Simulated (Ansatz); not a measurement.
# AlCl3FH3OZr: two geometries relaxed, part 2 of 2

Are the two ends of the reaction (ligand exchange) separate minima, and which lies lower? Each is relaxed from a guess. Meant to form: Zr1–O6, H10–F2; to break: Zr1–F2, H10–O6. The start is a guess near the saddle point, from which both ends are pulled out.

Ansatz 0.2.0; RKS PBE/def2-SVP. The steps go on from the part before.

## Step 6: The log goes on: pulled along the bonds that form and break, towards end B

Output, continued:

```text
relax step  11: F+E_penalty+E_count = -50226.38587067 eV  Δ(F+E_penalty+E_count) = -5.866e-2 eV  max|allowed force component| = 1.331e0 eV/Å  E_restraint = 0.04495069 eV  max|allowed force component, restraints' pulls added| = 2.235e-1 eV/Å  Δτ_max = 0.2000 Å  (36 SCF iters, accepted)
  distance Zr 0 - O 5 = 2.0185 Å
  distance H 9 - F 1 = 0.9350 Å
  distance Zr 0 - F 1 = 3.1718 Å
  distance H 9 - O 5 = 2.2031 Å
these checks for a lower state are left out or cut short: starts, cluster_reference, orbital_swaps, neighbouring_geometries, increment
1521 factors; their error is unknown
mean field -50226.43140086 eV, -1845.7873092835 hartree, gradient 1.5e-5 eV, S^2 0.000000; 0 other end points of the search recorded, 0 dependent functions left out
the calculation of the forces begins
reference -50226.43149006 eV, -1845.7873125618 hartree; 48, 48 occupied and 98, 98 virtual orbitals, 1521 factors
relax step  12: F+E_penalty+E_count = -50226.43140086 eV  Δ(F+E_penalty+E_count) = -4.553e-2 eV  max|allowed force component| = 1.355e0 eV/Å  E_restraint = 0.05114103 eV  max|allowed force component, restraints' pulls added| = 1.341e0 eV/Å  Δτ_max = 0.1970 Å  (36 SCF iters, accepted)
  distance Zr 0 - O 5 = 2.0200 Å
  distance H 9 - F 1 = 0.9499 Å
  distance Zr 0 - F 1 = 3.1828 Å
  distance H 9 - O 5 = 2.2073 Å
these checks for a lower state are left out or cut short: starts, cluster_reference, orbital_swaps, neighbouring_geometries, increment
1521 factors; their error is unknown
mean field -50226.48087536 eV, -1845.7891274381 hartree, gradient 1.5e-5 eV, S^2 0.000000; 0 other end points of the search recorded, 0 dependent functions left out
the calculation of the forces begins
reference -50226.48096517 eV, -1845.7891307385 hartree; 48, 48 occupied and 98, 98 virtual orbitals, 1521 factors
relax step  13: F+E_penalty+E_count = -50226.48087536 eV  Δ(F+E_penalty+E_count) = -4.947e-2 eV  max|allowed force component| = 1.361e0 eV/Å  E_restraint = 0.04911631 eV  max|allowed force component, restraints' pulls added| = 1.166e0 eV/Å  Δτ_max = 0.1976 Å  (35 SCF iters, accepted)
  distance Zr 0 - O 5 = 2.0208 Å
  distance H 9 - F 1 = 0.9487 Å
  distance Zr 0 - F 1 = 3.1852 Å
  distance H 9 - O 5 = 2.2116 Å
these checks for a lower state are left out or cut short: starts, cluster_reference, orbital_swaps, neighbouring_geometries, increment
1521 factors; their error is unknown
mean field -50226.52414254 eV, -1845.7907174776 hartree, gradient 1.5e-5 eV, S^2 0.000000; 0 other end points of the search recorded, 0 dependent functions left out
the calculation of the forces begins
reference -50226.52423239 eV, -1845.7907207795 hartree; 48, 48 occupied and 98, 98 virtual orbitals, 1521 factors
relax step  14: F+E_penalty+E_count = -50226.52414254 eV  Δ(F+E_penalty+E_count) = -4.327e-2 eV  max|allowed force component| = 1.236e0 eV/Å  E_restraint = 0.04806558 eV  max|allowed force component, restraints' pulls added| = 7.876e-1 eV/Å  Δτ_max = 0.1949 Å  (35 SCF iters, accepted)
  distance Zr 0 - O 5 = 2.0213 Å
  distance H 9 - F 1 = 0.9429 Å
  distance Zr 0 - F 1 = 3.1773 Å
  distance H 9 - O 5 = 2.2272 Å
these checks for a lower state are left out or cut short: starts, cluster_reference, orbital_swaps, neighbouring_geometries, increment
1521 factors; their error is unknown
mean field evaluation 128: about -50226.6370 eV, gradient 4.7e-1 eV
mean field -50226.56811114 eV, -1845.7923332938 hartree, gradient 1.4e-5 eV, S^2 0.000000; 0 other end points of the search recorded, 0 dependent functions left out
the calculation of the forces begins
reference -50226.56820047 eV, -1845.7923365765 hartree; 48, 48 occupied and 98, 98 virtual orbitals, 1521 factors
relax step  15: F+E_penalty+E_count = -50226.56811114 eV  Δ(F+E_penalty+E_count) = -4.397e-2 eV  max|allowed force component| = 1.352e0 eV/Å  E_restraint = 0.04712681 eV  max|allowed force component, restraints' pulls added| = 2.932e-1 eV/Å  Δτ_max = 0.2000 Å  (35 SCF iters, accepted)
  distance Zr 0 - O 5 = 2.0175 Å
  distance H 9 - F 1 = 0.9372 Å
  distance Zr 0 - F 1 = 3.1709 Å
  distance H 9 - O 5 = 2.2128 Å
these checks for a lower state are left out or cut short: starts, cluster_reference, orbital_swaps, neighbouring_geometries, increment
1521 factors; their error is unknown
mean field -50226.57612887 eV, -1845.7926279398 hartree, gradient 1.0e-5 eV, S^2 0.000000; 0 other end points of the search recorded, 0 dependent functions left out
the calculation of the forces begins
reference -50226.57621834 eV, -1845.7926312280 hartree; 48, 48 occupied and 98, 98 virtual orbitals, 1521 factors
relax step  16: F+E_penalty+E_count = -50226.57612887 eV  Δ(F+E_penalty+E_count) = -8.018e-3 eV  max|allowed force component| = 1.418e0 eV/Å  E_restraint = 0.04556008 eV  max|allowed force component, restraints' pulls added| = 2.159e-1 eV/Å  Δτ_max = 0.1558 Å  (31 SCF iters, accepted)
  distance Zr 0 - O 5 = 2.0178 Å
  distance H 9 - F 1 = 0.9337 Å
  distance Zr 0 - F 1 = 3.1701 Å
  distance H 9 - O 5 = 2.2044 Å
these checks for a lower state are left out or cut short: starts, cluster_reference, orbital_swaps, neighbouring_geometries, increment
1521 factors; their error is unknown
mean field -50226.58367664 eV, -1845.7929053153 hartree, gradient 2.2e-5 eV, S^2 0.000000; 0 other end points of the search recorded, 0 dependent functions left out
the calculation of the forces begins
reference -50226.58376596 eV, -1845.7929085978 hartree; 48, 48 occupied and 98, 98 virtual orbitals, 1521 factors
relax step  17: F+E_penalty+E_count = -50226.58367664 eV  Δ(F+E_penalty+E_count) = -7.548e-3 eV  max|allowed force component| = 1.297e0 eV/Å  E_restraint = 0.04513619 eV  max|allowed force component, restraints' pulls added| = 8.521e-2 eV/Å  Δτ_max = 0.0998 Å  (30 SCF iters, accepted)
  distance Zr 0 - O 5 = 2.0183 Å
  distance H 9 - F 1 = 0.9332 Å
  distance Zr 0 - F 1 = 3.1696 Å
  distance H 9 - O 5 = 2.2027 Å
1521 factors; their error is unknown
mean field evaluation 160: about -50226.6555 eV, gradient 1.6e-1 eV
mean field -50226.58367664 eV, -1845.7929053154 hartree, gradient 2.2e-5 eV, S^2 0.000000; 1 other end points of the search recorded, 0 dependent functions left out
the calculation of the forces begins
reference -50226.58376596 eV, -1845.7929085978 hartree; 48, 48 occupied and 98, 98 virtual orbitals, 1521 factors
Total energy: -50226.58376596 eV, -1845.7929085978 hartree
Atom 0 at    -0.374079    -0.059056    -0.621109 Å, force    -1.147302    -0.427306     1.085869 eV/Å
Atom 1 at    -0.469679     0.967941     2.376016 Å, force     0.353771     0.113687    -0.221652 eV/Å
Atom 2 at     1.660263    -0.961200     0.133555 Å, force    -0.029406     0.012799    -0.005119 eV/Å
Atom 3 at    -0.293756     2.257303    -0.995454 Å, force    -0.013445     0.016890     0.008222 eV/Å
Atom 4 at    -0.808068    -1.026507    -2.720523 Å, force     0.005236     0.027800     0.060200 eV/Å
Atom 5 at    -1.960114    -0.635010     0.486238 Å, force     1.297034     0.626138    -0.724972 eV/Å
Atom 6 at    -3.534191    -1.388015     0.381308 Å, force    -0.057887    -0.072209    -0.032581 eV/Å
Atom 7 at    -3.574453    -2.974785     0.261155 Å, force    -0.002625     0.011027     0.014717 eV/Å
Atom 8 at    -4.793327    -0.415938     0.429804 Å, force    -0.003243     0.002972     0.029046 eV/Å
Atom 9 at    -1.264296     0.497066     2.243012 Å, force    -0.402132    -0.311797    -0.213729 eV/Å
Dipole moment:    -0.567939    -0.248774     0.181086 e Å
```

It took 56 s on 4 threads of Arm Neoverse V1, shared host; peak memory 0.24 GiB.

Step by step:

```csv
step,energy from step 1 (eV),largest force component (eV/Å)
1,0.0000,2.9751
2,-0.0574,3.1402
3,-0.4352,1.9777
4,-1.1399,1.9827
5,-1.7864,1.4114
6,-2.1892,1.3681
7,-2.4813,1.2214
8,-2.7093,1.2638
9,-2.8734,1.3122
10,-2.9674,1.3101
11,-3.0261,1.3314
12,-3.0716,1.3551
13,-3.1211,1.3605
14,-3.1644,1.2355
15,-3.2083,1.3523
16,-3.2164,1.4177
17,-3.2239,1.2970
```

Step 1 is the start. Energies and forces in the table leave out the springs, which the log lists apart; the run stops on the force with the springs' pull added.

After: Bond lengths: Zr1–Cl3 2.350 Å, Zr1–Cl4 2.348 Å, Zr1–Cl5 2.352 Å, Zr1–O6 2.018 Å, O6–Al7 1.748 Å, Al7–H8 1.592 Å, Al7–H9 1.591 Å, F2–H10 0.933 Å. Angles: Cl3–Zr1–Cl4 113.6°, Cl3–Zr1–Cl5 106.8°, Cl3–Zr1–O6 113.2°, Cl4–Zr1–Cl5 105.7°, Cl4–Zr1–O6 113.3°, Cl5–Zr1–O6 103.1°, Zr1–O6–Al7 142.9°, O6–Al7–H8 117.2°, O6–Al7–H9 116.6°, H8–Al7–H9 126.2°.

Pairs that crossed the distance rule for bonds on the way: came closer F2–H10; moved apart Zr1–F2, Zr1–H10.

## Step 7: End point B

It starts where the restrained run ended.

Input file input.yaml:

```yaml
crystal:
  periodic: [false, false, false]
  atoms:
    - { symbol: Zr, position_ang: [-0.374079, -0.059056, -0.621109] }
    - { symbol: F, position_ang: [-0.469679, 0.967941, 2.376016] }
    - { symbol: Cl, position_ang: [1.660263, -0.9612, 0.133555] }
    - { symbol: Cl, position_ang: [-0.293756, 2.257303, -0.995454] }
    - { symbol: Cl, position_ang: [-0.808068, -1.026507, -2.720523] }
    - { symbol: O, position_ang: [-1.960114, -0.63501, 0.486238] }
    - { symbol: Al, position_ang: [-3.534191, -1.388015, 0.381308] }
    - { symbol: H, position_ang: [-3.574453, -2.974785, 0.261155] }
    - { symbol: H, position_ang: [-4.793327, -0.415938, 0.429804] }
    - { symbol: H, position_ang: [-1.264296, 0.497066, 2.243012] }
basis:
  gaussian: { orbitals: def2-SVP }
hamiltonian:
  xc: pbe
relax:
  f_tol: 0.03
  max_steps: 50
```

Started as:

```console
> ansatz run input.yaml --threads 4 --pin off --max-ram 5120MiB --backend cpu --events-out ev --progress --plain --runs-dir out
```

The program printed (excerpt; [...] marks lines left out):

```text
Warning: RAYON_NUM_THREADS=4 ignored (pool sized by the plan → 4); use --threads N
[...]
[... 1 set-up line as earlier in the session ...]
[...]
1521 factors; their error is unknown
[...]
mean field -50226.58368152 eV, -1845.7929054946 hartree, gradient 6.6e-5 eV, S^2 0.000000; 0 other end points of the search recorded, 0 dependent functions left out
[...]
reference -50226.58377096 eV, -1845.7929087817 hartree; 48, 48 occupied and 98, 98 virtual orbitals, 1521 factors
relax step   1: F+E_penalty+E_count = -50226.58368152 eV  Δ(F+E_penalty+E_count) = +0.000e0 eV  max|allowed force component| = 1.297e0 eV/Å  Δτ_max = 0.0000 Å  (30 SCF iters, accepted)
[...]
relax step   4: F+E_penalty+E_count = -50226.87628489 eV  Δ(F+E_penalty+E_count) = -5.004e-3 eV  max|allowed force component| = 1.009e0 eV/Å  Δτ_max = 0.1942 Å  (36 SCF iters, accepted)
[...]
relax step   7: F+E_penalty+E_count = -50226.97115148 eV  Δ(F+E_penalty+E_count) = -2.293e-2 eV  max|allowed force component| = 1.931e-1 eV/Å  Δτ_max = 0.1355 Å  (31 SCF iters, accepted)
[...]
relax step  10: F+E_penalty+E_count = -50227.13185430 eV  Δ(F+E_penalty+E_count) = -8.607e-2 eV  max|allowed force component| = 2.655e-1 eV/Å  Δτ_max = 0.1952 Å  (31 SCF iters, accepted)
[...]
relax step  13: F+E_penalty+E_count = -50227.33806007 eV  Δ(F+E_penalty+E_count) = -1.052e-1 eV  max|allowed force component| = 7.299e-1 eV/Å  Δτ_max = 0.0649 Å  (31 SCF iters, accepted)
[...]
relax step  14: F+E_penalty+E_count = -50227.59019562 eV  Δ(F+E_penalty+E_count) = -2.521e-1 eV  max|allowed force component| = 1.496e0 eV/Å  Δτ_max = 0.1922 Å  (36 SCF iters, accepted)
[...]
1521 factors; their error is unknown
```

## Step 8: More of the same log: end point B relaxed

The log, continued (excerpt; [...] marks lines left out):

```text
mean field -50227.66166235 eV, -1845.8325205594 hartree, gradient 2.0e-5 eV, S^2 0.000000; 0 other end points of the search recorded, 0 dependent functions left out
[...]
reference -50227.66174792 eV, -1845.8325237042 hartree; 48, 48 occupied and 98, 98 virtual orbitals, 1521 factors
relax step  15: F+E_penalty+E_count = -50227.66166235 eV  Δ(F+E_penalty+E_count) = -7.147e-2 eV  max|allowed force component| = 5.031e0 eV/Å  Δτ_max = 0.1965 Å  (34 SCF iters, accepted)
[...]
relax step  17: F+E_penalty+E_count = -50228.16615010 eV  Δ(F+E_penalty+E_count) = -3.473e-1 eV  max|allowed force component| = 9.911e-1 eV/Å  Δτ_max = 0.2000 Å  (36 SCF iters, accepted)
[...]
relax step  19: F+E_penalty+E_count = -50228.28683592 eV  Δ(F+E_penalty+E_count) = +2.141e-2 eV  max|allowed force component| = 1.169e0 eV/Å  Δτ_max = 0.1958 Å  (30 SCF iters, rejected (line search))
[...]
Atom 0 at    -0.230886     0.313911     0.096172 Å, force     0.010003     0.005163    -0.009625 eV/Å
Atom 1 at     0.134824     0.982293     1.846102 Å, force    -0.001964    -0.001269     0.003757 eV/Å
Atom 2 at     1.663511    -1.024744    -0.263822 Å, force    -0.000702     0.000305     0.001300 eV/Å
Atom 3 at    -0.197182     2.299821    -1.153272 Å, force     0.001046    -0.001565    -0.001624 eV/Å
Atom 4 at    -1.674444    -0.994973    -1.696225 Å, force    -0.000479     0.001680    -0.002330 eV/Å
Atom 5 at    -2.002010    -0.392327     1.049454 Å, force    -0.003840    -0.003735     0.000538 eV/Å
Atom 6 at    -3.230483    -1.357502    -0.016979 Å, force    -0.000931     0.002317     0.009750 eV/Å
Atom 7 at    -3.227464    -2.894440     0.401447 Å, force     0.000512    -0.000227    -0.002235 eV/Å
Atom 8 at    -4.530090    -0.477054    -0.287518 Å, force     0.000706    -0.001488    -0.000688 eV/Å
Atom 9 at    -2.117476    -0.193186     1.998641 Å, force    -0.004351    -0.001180     0.001157 eV/Å
Dipole moment:    -0.263815    -0.034048     0.400328 e Å
```

It took 81 s on 4 threads of Arm Neoverse V1, shared host; peak memory 0.24 GiB.

Step by step:

```csv
step,energy from step 1 (eV),largest force component (eV/Å)
1,0.0000,1.2970
2,-0.1718,0.2688
3,-0.2876,0.3878
4,-0.2926,1.0088
5,-0.3563,0.1725
6,-0.3645,0.1654
7,-0.3875,0.1931
8,-0.4103,0.2256
9,-0.4621,0.2919
10,-0.5482,0.2655
11,-0.6333,0.3363
12,-0.6492,0.7136
13,-0.7544,0.7299
14,-1.0065,1.4957
15,-1.0780,5.0305
16,-1.2352,2.6260
17,-1.5825,0.9911
18,-1.7246,0.8037
19x,-1.7032,1.1695
20,-1.7501,0.5160
21,-1.7707,0.1626
22,-1.7722,0.0379
23,-1.7724,0.0100
```

Step 1 is the start. 1 step was tried and not accepted (19; marked x where the table lists them).

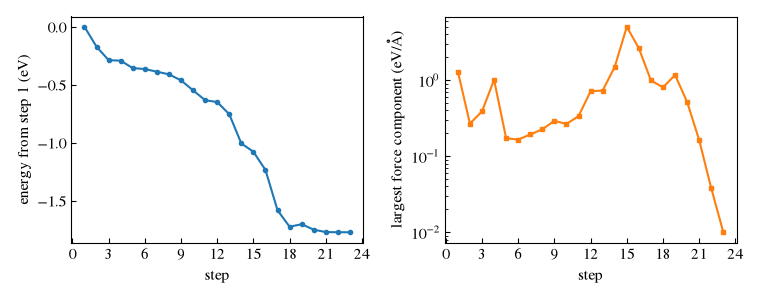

Energy and largest force along the relaxation.

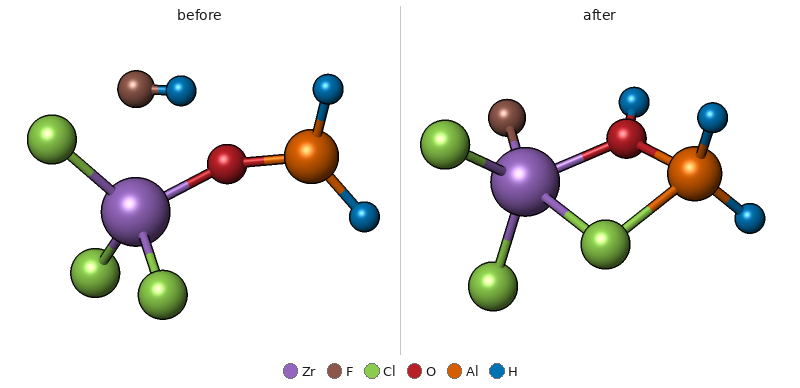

Before and after, at one scale.

After: Bond lengths: Zr1–F2 1.909 Å, Zr1–Cl3 2.347 Å, Zr1–Cl4 2.347 Å, Zr1–Cl5 2.648 Å, Zr1–O6 2.132 Å, Cl5–Al7 2.318 Å, O6–Al7 1.892 Å, Al7–H8 1.593 Å, Al7–H9 1.593 Å, O6–H10 0.977 Å. Angles (14 of 20 angles, heavy atoms first): F2–Zr1–Cl3 100.7°, F2–Zr1–Cl4 100.9°, F2–Zr1–Cl5 153.9°, F2–Zr1–O6 82.3°, Cl3–Zr1–Cl4 112.9°, Cl3–Zr1–Cl5 93.1°, Cl3–Zr1–O6 123.4°, Cl4–Zr1–Cl5 93.8°, Cl4–Zr1–O6 122.0°, Cl5–Zr1–O6 71.7°, Zr1–Cl5–Al7 87.3°, Zr1–O6–Al7 117.2°, Cl5–Al7–O6 83.8°, Zr1–O6–H10 117.7°.

Pairs that crossed the distance rule for bonds on the way: came closer Zr1–F2, Zr1–Al7, Cl5–Al7, O6–H10; moved apart F2–H10.

## Step 9: Outcome

This closing draws on all 2 parts.

| quantity | value |
| --- | --- |
| end A | 16 moves, 1.220 eV lower |
| end B | 21 moves, 1.772 eV lower |
| largest difference between the ends | 0.01 Å |
| end B relative to end A | -0.000 eV |

Both starts fell into the same minimum (no atom differs by more than 0.01 Å), so from this start no second minimum was found and no band was run; another arrangement could still be one.
